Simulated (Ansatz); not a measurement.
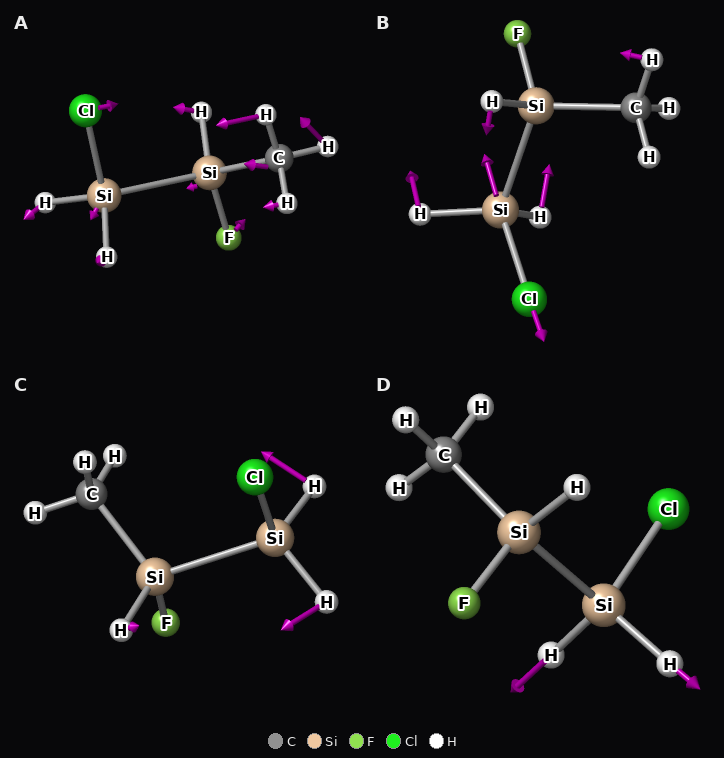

4 normal modes of one molecule or complex, as arrows. Harmonic vibrations computed with RKS PBE0-D4/def2-TZVP (Ansatz 0.2.0) at a stationary point of the same level.

Match the panels to the wavenumbers 77 cm⁻¹, 538 cm⁻¹, 944 cm⁻¹, 2224 cm⁻¹.

Answer. A: 77 cm⁻¹
B: 538 cm⁻¹, Cl–Si stretching
C: 944 cm⁻¹, H–Si–H bending
D: 2224 cm⁻¹, in-phase stretching of 2 Si–H bonds
